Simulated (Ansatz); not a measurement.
# Run report: CH7NO2Si2, geometry relaxation (part 2 of 3)

Continued. System: CH7NO2Si2. Method: RHF/def2-SVP (Ansatz 0.2.0). It belongs to a series of runs on one base structure; here: end point B relaxed.

Geometry of the input (Å):
```
N  -1.6275  0.6268  -1.2952
Si -0.9838  -0.3019  -0.0999
O  0.5658  -0.5428  -0.5254
Si 1.8308  -1.6842  -0.2512
C  -0.6613  1.4390  1.4118
O  -1.3174  0.2408  1.3499
H  -1.0760  0.5199  -2.1690
H  -2.5409  0.2086  -1.5894
H  2.9817  -1.3412  -0.9760
H  2.0853  -1.7526  1.2204
H  1.2325  -3.0157  -0.6626
H  -1.0246  2.2753  0.8456
H  0.3753  1.4595  1.4282
```

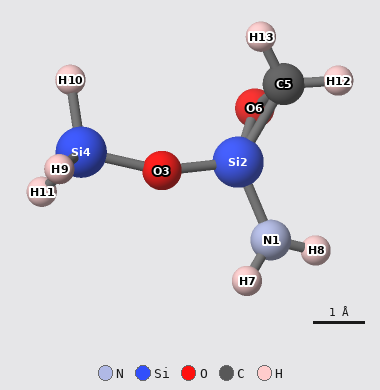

Fig. 1: The geometry at step 11 of the log (ball-and-stick view, seen at a tilt; atoms are numbered from 1 in the order of the input).

## Trajectory as extended XYZ, continued
```
13
Properties=species:S:1:pos:R:3:forces:R:3 step=2 energy=-22409.92650
N    -1.6829    0.5936   -1.3885   -0.8081  -0.6288  -1.6008
Si   -0.9566   -0.2600   -0.1129    0.9329  -0.0774  -1.2269
O     0.5969   -0.5722   -0.5237    0.9355  -1.0574   0.3501
Si    1.7975   -1.7295   -0.2214   -1.0787   0.5711  -0.0080
C    -0.6529    1.4680    1.4211    0.4832  -0.1644  -1.0211
O    -1.3036    0.2716    1.3918   -0.6353   0.5921   2.7907
H    -1.1314    0.5504   -2.2401   -0.1514   0.3678   0.4037
H    -2.5961    0.2152   -1.6285    0.3814   0.5142   0.1855
H     2.9724   -1.3628   -0.9872    0.4123   0.1486  -0.2778
H     2.1254   -1.7475    1.2247   -0.0771  -0.0666  -0.1205
H     1.3066   -3.0596   -0.6788    0.0472   0.1626   0.1603
H    -1.0557    2.2933    0.8470   -0.3120  -0.1307   0.1025
H     0.4203    1.4710    1.5837   -0.1300  -0.2311   0.2623
13
Properties=species:S:1:pos:R:3:forces:R:3 step=3 energy=-22410.26497
N    -1.7397    0.5286   -1.4639    0.6807  -0.5707   0.5411
Si   -0.9339   -0.2291   -0.1183    0.5411   1.7678  -0.2284
O     0.6193   -0.5953   -0.5179   -0.3244  -0.3389   0.1070
Si    1.7952   -1.7181   -0.2245    0.1932   0.1522  -0.1225
C    -0.5981    1.4593    1.3632    1.6648  -1.0604  -0.9178
O    -1.2989    0.2973    1.4542   -0.5791   0.0128   0.6447
H    -1.1771    0.6129   -2.2956   -0.1403   0.1404   0.1514
H    -2.6477    0.1856   -1.6849   -0.3210  -0.0451  -0.1401
H     2.9895   -1.3379   -1.0222   -0.1503  -0.1081   0.1478
H     2.1049   -1.7643    1.2154    0.1096   0.0629   0.0747
H     1.3079   -3.0527   -0.6173   -0.0091  -0.1211  -0.1195
H    -1.0329    2.2923    0.8199   -0.0827  -0.0531   0.4305
H     0.4514    1.4529    1.7789   -1.5824   0.1613  -0.5688
13
Properties=species:S:1:pos:R:3:forces:R:3 step=4 energy=-22411.04449
N    -1.7777    0.4777   -1.5226    1.2544  -1.2874   1.6334
Si   -0.8795   -0.1443   -0.1305    1.8773   6.6769   1.5775
O     0.6550   -0.6240   -0.5144   -2.0486  -0.8022   0.0244
Si    1.7894   -1.7488   -0.2111    1.4340  -0.1712  -0.2135
C    -0.5245    1.4244    1.2165    1.7448   0.6451  -2.4079
O    -1.2978    0.3240    1.4909   -1.6784  -3.3017  -0.6649
H    -1.2231    0.6951   -2.3400   -0.2928  -0.1561   0.3423
H    -2.6805    0.1322   -1.7250   -0.6322  -0.2008  -0.3997
H     2.9981   -1.3784   -1.0216   -0.3605  -0.2064   0.2769
H     2.1314   -1.7733    1.2199    0.0159  -0.0051   0.1285
H     1.3210   -3.0851   -0.6025   -0.1341  -0.2235  -0.0865
H    -1.1299    2.3631    0.9732    1.0581  -1.2322   1.0548
H     0.4580    1.4689    1.8545   -2.2379   0.2647  -1.2653
13
Properties=species:S:1:pos:R:3:forces:R:3 step=5 energy=-22412.84200
N    -1.7829    0.4471   -1.5295    1.0920  -1.0737   1.7577
Si   -0.8063    0.0344   -0.1200    1.5766   4.8090   1.1049
O     0.6491   -0.6406   -0.5179   -2.0224  -0.6264   0.1512
Si    1.7960   -1.7639   -0.2094    0.8839   0.0383  -0.2150
C    -0.5091    1.4052    1.1636    1.5177   0.8759  -1.2360
O    -1.3127    0.2899    1.4876   -1.3642  -2.8515  -1.2632
H    -1.2474    0.6995   -2.3448   -0.2557  -0.1921   0.1096
H    -2.6983    0.1052   -1.7271   -0.1285  -0.0527  -0.0848
H     2.9922   -1.3867   -1.0212   -0.2260  -0.1933   0.2142
H     2.1343   -1.7769    1.2231    0.0386  -0.0077   0.1158
H     1.3226   -3.0995   -0.5967   -0.0770  -0.2137  -0.0773
H    -1.1068    2.3415    1.0123    0.6665  -0.7028   0.8138
H     0.4094    1.4763    1.8671   -1.7014   0.1906  -1.3909
13
Properties=species:S:1:pos:R:3:forces:R:3 step=6 energy=-22413.76090
N    -1.7616    0.4143   -1.5009    1.2712  -0.0482   0.8544
Si   -0.7310    0.2134   -0.1032   -0.1252  -1.2521  -2.0490
O     0.6044   -0.6680   -0.5128   -0.9370  -0.0051   0.3038
Si    1.7998   -1.7686   -0.2130   -0.1629   0.2399  -0.0832
C    -0.5007    1.4067    1.1268    0.4643   1.7603   1.9715
O    -1.3478    0.2104    1.4383    0.3489   0.0146  -1.2721
H    -1.2592    0.6864   -2.3343   -0.3379  -0.2372   0.1722
H    -2.6906    0.0973   -1.7059    0.1649   0.0087   0.3872
H     2.9862   -1.3933   -1.0167   -0.0551  -0.0634   0.0677
H     2.1361   -1.7776    1.2248    0.0655   0.0225   0.0302
H     1.3243   -3.1090   -0.5972    0.0349  -0.1214  -0.0580
H    -1.0871    2.3312    1.0522    0.1170  -0.2768   0.4998
H     0.3672    1.4881    1.8292   -0.8485  -0.0419  -0.8244
13
Properties=species:S:1:pos:R:3:forces:R:3 step=7 energy=-22413.96722
N    -1.7028    0.3851   -1.5133    0.8874  -0.0426   0.2005
Si   -0.7043    0.2470   -0.1192   -0.4616  -0.3389  -0.7539
O     0.5996   -0.6521   -0.5198   -0.3410  -0.0660   0.3001
Si    1.7797   -1.7762   -0.2447   -0.0462   0.1793   0.0141
C    -0.5331    1.4693    1.1407    0.1587   1.3106   1.8997
O    -1.3467    0.2339    1.4116    0.5564   0.0349  -1.2196
H    -1.1830    0.5058   -2.3738   -0.4516  -0.1925   0.2737
H    -2.6504    0.1014   -1.6737    0.1250   0.0994   0.3059
H     2.9673   -1.4145   -1.0499   -0.0514  -0.0312   0.0307
H     2.1342   -1.8008    1.1905    0.0247   0.0143  -0.0108
H     1.2934   -3.1118   -0.6403   -0.0093  -0.0454  -0.0451
H    -1.1425    2.3886    1.2335    0.2242  -0.6315  -0.2633
H     0.3285    1.5559    1.8456   -0.6154  -0.2905  -0.7320
13
Properties=species:S:1:pos:R:3:forces:R:3 step=8 energy=-22414.13618
N    -1.6576    0.3826   -1.5254    0.1442  -0.1842   0.0332
Si   -0.6765    0.2637   -0.1465   -0.0840  -0.1401  -0.2117
O     0.6156   -0.6530   -0.5079   -0.0491  -0.0788   0.0981
Si    1.7947   -1.7792   -0.2403   -0.0945   0.1075   0.0101
C    -0.5632    1.4701    1.1534    0.1672   0.7572   1.0620
O    -1.3431    0.2052    1.3589    0.2517   0.1568  -0.7067
H    -1.2143    0.3974   -2.4275   -0.2603  -0.1277   0.1311
H    -2.6538    0.2689   -1.5653    0.2219   0.1583   0.1027
H     2.9739   -1.4388   -1.0646   -0.0332   0.0036   0.0150
H     2.1721   -1.7920    1.1895    0.0121   0.0103  -0.0199
H     1.2964   -3.1170   -0.6239    0.0002   0.0036  -0.0098
H    -1.1899    2.3704    1.2337    0.0971  -0.4561  -0.1401
H     0.2856    1.5533    1.8531   -0.3733  -0.2104  -0.3640
13
Properties=species:S:1:pos:R:3:forces:R:3 step=9 energy=-22414.21864
N    -1.6283    0.3976   -1.5420    0.1241  -0.2268  -0.1001
Si   -0.6547    0.2904   -0.1633   -0.0614  -0.1020  -0.0463
O     0.6299   -0.6369   -0.5110   -0.0379  -0.0416   0.0127
Si    1.8004   -1.7696   -0.2454   -0.0610   0.0708   0.0167
C    -0.5741    1.4693    1.1758    0.0285   0.4225   0.6163
O    -1.3607    0.2037    1.3161    0.1866   0.1330  -0.4201
H    -1.2440    0.2008   -2.4494   -0.1863  -0.0057   0.1959
H    -2.6300    0.4144   -1.5277    0.1282   0.1335   0.0457
H     2.9691   -1.4433   -1.0872    0.0003  -0.0031  -0.0001
H     2.1961   -1.7713    1.1788    0.0099   0.0099  -0.0080
H     1.2879   -3.1074   -0.6103   -0.0015   0.0078  -0.0090
H    -1.2034    2.3612    1.2590    0.0513  -0.2746  -0.1015
H     0.2517    1.5225    1.8937   -0.1809  -0.1236  -0.2021
13
Properties=species:S:1:pos:R:3:forces:R:3 step=10 energy=-22414.26243
N    -1.6132    0.3800   -1.5500    0.0487  -0.0290   0.2354
Si   -0.6369    0.2965   -0.1749   -0.0692  -0.1687  -0.1485
O     0.6421   -0.6384   -0.5162   -0.0589   0.0565  -0.0113
Si    1.8131   -1.7648   -0.2433    0.0022   0.0103  -0.0367
C    -0.5912    1.4598    1.1869   -0.0324   0.2010   0.2285
O    -1.3727    0.1909    1.2812    0.1412   0.1106  -0.0698
H    -1.3037    0.0557   -2.4426   -0.0967   0.0014  -0.0458
H    -2.5877    0.6077   -1.5002    0.1326   0.0221  -0.1040
H     2.9794   -1.4622   -1.0959    0.0054   0.0289  -0.0255
H     2.2324   -1.7357    1.1740   -0.0339  -0.0377  -0.0003
H     1.2873   -3.0988   -0.6036    0.0220  -0.0153   0.0655
H    -1.2303    2.3410    1.2583    0.0400  -0.1304  -0.0172
H     0.2216    1.4999    1.9134   -0.1012  -0.0497  -0.0705
13
Properties=species:S:1:pos:R:3:forces:R:3 step=11 energy=-22414.27317
N    -1.6046    0.3547   -1.5388   -0.2292   0.1175  -0.1464
Si   -0.6395    0.2838   -0.1649    0.0553  -0.1076  -0.0498
O     0.6204   -0.6596   -0.5390    0.0720  -0.1074   0.0608
Si    1.8117   -1.7645   -0.2566   -0.0106   0.0413   0.0237
C    -0.6024    1.4602    1.1949    0.0021  -0.0949   0.1326
O    -1.3396    0.1713    1.3038   -0.0787   0.0080  -0.0399
H    -1.3395   -0.0440   -2.4167    0.0444   0.0046   0.0651
H    -2.5092    0.7822   -1.5584    0.0559  -0.0141   0.0208
H     2.9531   -1.4411   -1.1355    0.0235  -0.0237   0.0072
H     2.2317   -1.7072    1.1588    0.0291   0.0142   0.0055
H     1.3259   -3.1287   -0.5583   -0.0237   0.0459  -0.0242
H    -1.2656    2.3184    1.2691   -0.0247   0.0084   0.0049
H     0.1977    1.5060    1.9289    0.0845   0.1078  -0.0603
13
Properties=species:S:1:pos:R:3:forces:R:3 step=12 energy=-22414.27973
N    -1.6236    0.3826   -1.5460   -0.0060  -0.0169  -0.0421
Si   -0.6541    0.2606   -0.1756   -0.0498   0.0784   0.0065
O     0.5861   -0.7109   -0.5475    0.0003   0.0343   0.0129
Si    1.8179   -1.7621   -0.2408   -0.0034  -0.0476   0.0043
C    -0.5968    1.4367    1.1886    0.0705  -0.0784  -0.0506
O    -1.3474    0.1559    1.2981    0.0215   0.0053   0.0389
H    -1.3656   -0.0193   -2.4239   -0.0139  -0.0015   0.0043
H    -2.5153    0.8340   -1.5575    0.0154   0.0026   0.0062
H     2.9593   -1.4281   -1.1167   -0.0030   0.0169   0.0028
H     2.2339   -1.6684    1.1744    0.0055   0.0146  -0.0012
H     1.3667   -3.1390   -0.5319    0.0031   0.0039   0.0059
H    -1.2525    2.3002    1.2736    0.0042  -0.0047  -0.0117
H     0.2314    1.4893    1.8925   -0.0444  -0.0070   0.0239
13
Properties=species:S:1:pos:R:3:forces:R:3 step=13 energy=-22414.28139
N    -1.6261    0.3939   -1.5558    0.0124  -0.0054  -0.0009
Si   -0.6599    0.2584   -0.1840   -0.0016   0.0174  -0.0144
O     0.5767   -0.7174   -0.5571    0.0018  -0.0096  -0.0027
Si    1.8165   -1.7560   -0.2352   -0.0147   0.0036  -0.0036
C    -0.5883    1.4203    1.1887    0.0239  -0.0123   0.0147
O    -1.3513    0.1475    1.2905   -0.0102  -0.0081   0.0136
H    -1.3831   -0.0264   -2.4290   -0.0028   0.0000  -0.0048
H    -2.5098    0.8602   -1.5661   -0.0075   0.0046  -0.0016
H     2.9511   -1.4269   -1.1219   -0.0013   0.0017  -0.0006
H     2.2392   -1.6288    1.1753    0.0028   0.0047   0.0037
H     1.3741   -3.1413   -0.4970    0.0031   0.0024   0.0050
H    -1.2347    2.2902    1.2808   -0.0009  -0.0067  -0.0084
H     0.2356    1.4577    1.8979   -0.0049   0.0077   0.0000
13
Properties=species:S:1:pos:R:3:forces:R:3 step=14 energy=-22414.28147
N    -1.6286    0.4119   -1.5672   -0.1445   0.0651  -0.0628
Si   -0.6677    0.2521   -0.1938    0.0129  -0.0074  -0.0070
O     0.5588   -0.7356   -0.5700    0.0175  -0.0403  -0.0165
Si    1.8154   -1.7488   -0.2277   -0.0227   0.0236   0.0051
C    -0.5805    1.3974    1.1910   -0.0049   0.0306   0.0097
O    -1.3567    0.1326    1.2818   -0.0146  -0.0042   0.0086
H    -1.4017   -0.0288   -2.4372   -0.0320   0.0551   0.0844
H    -2.5036    0.9037   -1.5782    0.1958  -0.1202  -0.0072
H     2.9379   -1.4288   -1.1334   -0.0052  -0.0075   0.0018
H     2.2495   -1.5717    1.1754   -0.0085  -0.0031  -0.0201
H     1.3905   -3.1480   -0.4441    0.0058   0.0204   0.0075
H    -1.2175    2.2736    1.2909   -0.0021  -0.0095  -0.0002
H     0.2443    1.4220    1.8997    0.0026  -0.0028  -0.0032
13
Properties=species:S:1:pos:R:3:forces:R:3 step=15 energy=-22414.28214
N    -1.6298    0.4218   -1.5730    0.0882  -0.0287   0.0624
Si   -0.6700    0.2514   -0.1993    0.0054  -0.0290   0.0072
O     0.5523   -0.7419   -0.5757    0.0197  -0.0355  -0.0324
Si    1.8148   -1.7454   -0.2252   -0.0315   0.0181   0.0247
C    -0.5763    1.3885    1.1915   -0.0197   0.0444   0.0264
O    -1.3604    0.1281    1.2759   -0.0088   0.0051  -0.0127
H    -1.4048   -0.0174   -2.4417   -0.0061   0.0039  -0.0184
H    -2.5041    0.9039   -1.5787   -0.0442   0.0198  -0.0111
H     2.9322   -1.4328   -1.1401   -0.0084  -0.0101   0.0048
H     2.2530   -1.5481    1.1747   -0.0075   0.0003  -0.0347
H     1.3945   -3.1498   -0.4181    0.0086   0.0290  -0.0006
H    -1.2088    2.2677    1.2951    0.0037  -0.0120  -0.0013
H     0.2474    1.4054    1.9020    0.0007  -0.0053  -0.0143
13
Properties=species:S:1:pos:R:3:forces:R:3 step=16 energy=-22414.28104 accepted=F
N    -1.6209    0.4301   -1.5684   -0.0248  -0.0354  -0.0516
Si   -0.6669    0.2401   -0.1960   -0.0651   0.0956  -0.0071
O     0.5466   -0.7573   -0.5833   -0.0827   0.0949  -0.0286
Si    1.8116   -1.7447   -0.2226    0.1022  -0.0668  -0.0507
C    -0.5823    1.3834    1.1907    0.0534  -0.0357   0.0064
O    -1.3599    0.1180    1.2770   -0.0024  -0.0140   0.0201
H    -1.3941    0.0030   -2.4429   -0.0046  -0.0043  -0.0042
H    -2.4968    0.9112   -1.5730    0.0065   0.0059   0.0071
H     2.9214   -1.4535   -1.1506    0.0286   0.0222  -0.0223
H     2.2610   -1.5130    1.1633    0.0113  -0.0127   0.0660
H     1.3944   -3.1479   -0.3975   -0.0100  -0.0635   0.0385
H    -1.2193    2.2585    1.2944    0.0003   0.0094  -0.0113
H     0.2450    1.4035    1.8959   -0.0128   0.0044   0.0376
13
Properties=species:S:1:pos:R:3:forces:R:3 step=17 energy=-22414.28274
N    -1.6286    0.4198   -1.5712    0.0300  -0.0056   0.0233
Si   -0.6703    0.2478   -0.1974   -0.0036  -0.0160  -0.0060
O     0.5500   -0.7457   -0.5798    0.0089  -0.0079  -0.0115
Si    1.8140   -1.7446   -0.2254   -0.0142   0.0020   0.0058
C    -0.5786    1.3859    1.1933   -0.0069   0.0065   0.0123
O    -1.3612    0.1237    1.2772    0.0008   0.0096  -0.0120
H    -1.3963   -0.0053   -2.4452   -0.0009   0.0009  -0.0009
H    -2.5003    0.9078   -1.5806   -0.0141   0.0052  -0.0011
H     2.9258   -1.4435   -1.1504   -0.0022  -0.0044   0.0021
H     2.2604   -1.5319    1.1684   -0.0007   0.0029  -0.0116
H     1.3925   -3.1498   -0.4015    0.0046   0.0097   0.0022
H    -1.2126    2.2636    1.2967   -0.0039   0.0018  -0.0017
H     0.2452    1.4036    1.9032    0.0022  -0.0046  -0.0011
13
Properties=species:S:1:pos:R:3:forces:R:3 step=18 energy=-22414.28318
N    -1.6260    0.4312   -1.5759   -0.0041   0.0032  -0.0036
Si   -0.6731    0.2421   -0.2014   -0.0081  -0.0031  -0.0063
O     0.5403   -0.7573   -0.5907   -0.0003   0.0084  -0.0031
Si    1.8123   -1.7401   -0.2226    0.0219  -0.0134   0.0039
C    -0.5783    1.3714    1.1966    0.0002  -0.0094   0.0067
O    -1.3672    0.1122    1.2710   -0.0004   0.0079  -0.0075
H    -1.3946    0.0107   -2.4524    0.0027  -0.0017   0.0032
H    -2.4941    0.9261   -1.5853    0.0002  -0.0010   0.0049
H     2.9119   -1.4631   -1.1697   -0.0062  -0.0028  -0.0002
H     2.2771   -1.4807    1.1575   -0.0072  -0.0054  -0.0109
H     1.3961   -3.1520   -0.3518    0.0020   0.0129   0.0094
H    -1.2085    2.2513    1.3039   -0.0011   0.0033   0.0000
H     0.2442    1.3799    1.9081    0.0004   0.0009   0.0035
13
Properties=species:S:1:pos:R:3:forces:R:3 step=19 energy=-22414.28323
N    -1.6203    0.4516   -1.5850   -0.0387   0.0112  -0.0299
Si   -0.6765    0.2345   -0.2090   -0.0136   0.0125  -0.0065
O     0.5282   -0.7724   -0.6079    0.0019   0.0346   0.0097
Si    1.8133   -1.7301   -0.2194    0.0193  -0.0843   0.0289
C    -0.5786    1.3468    1.2031    0.0100  -0.0257  -0.0077
O    -1.3782    0.0931    1.2584    0.0019   0.0107   0.0044
H    -1.3914    0.0358   -2.4645    0.0034  -0.0005   0.0093
H    -2.4856    0.9526   -1.5921    0.0244  -0.0129   0.0099
H     2.8885   -1.4988   -1.2085   -0.0250  -0.0052   0.0400
H     2.3033   -1.4021    1.1396   -0.0004   0.0020  -0.0620
H     1.3985   -3.1500   -0.2625    0.0231   0.0553  -0.0041
H    -1.2020    2.2308    1.3169    0.0015  -0.0006   0.0025
H     0.2409    1.3399    1.9182   -0.0078   0.0028   0.0054
13
Properties=species:S:1:pos:R:3:forces:R:3 step=20 energy=-22414.28362
N    -1.6203    0.4508   -1.5856   -0.0128   0.0049  -0.0136
Si   -0.6766    0.2366   -0.2088   -0.0070  -0.0021  -0.0055
O     0.5297   -0.7695   -0.6054    0.0059   0.0103   0.0161
Si    1.8117   -1.7331   -0.2190    0.0344  -0.0175  -0.0024
C    -0.5796    1.3482    1.2040    0.0006  -0.0185  -0.0037
O    -1.3802    0.0952    1.2580    0.0033   0.0091   0.0000
H    -1.3899    0.0351   -2.4648    0.0041  -0.0006   0.0053
H    -2.4863    0.9495   -1.5929    0.0047  -0.0021   0.0068
H     2.8883   -1.5011   -1.2050   -0.0196  -0.0106   0.0070
H     2.3113   -1.4020    1.1344   -0.0189  -0.0137  -0.0211
H     1.3961   -3.1514   -0.2665    0.0079   0.0389   0.0104
H    -1.2026    2.2324    1.3177    0.0001   0.0015   0.0006
H     0.2383    1.3408    1.9210   -0.0027   0.0004  -0.0001
```
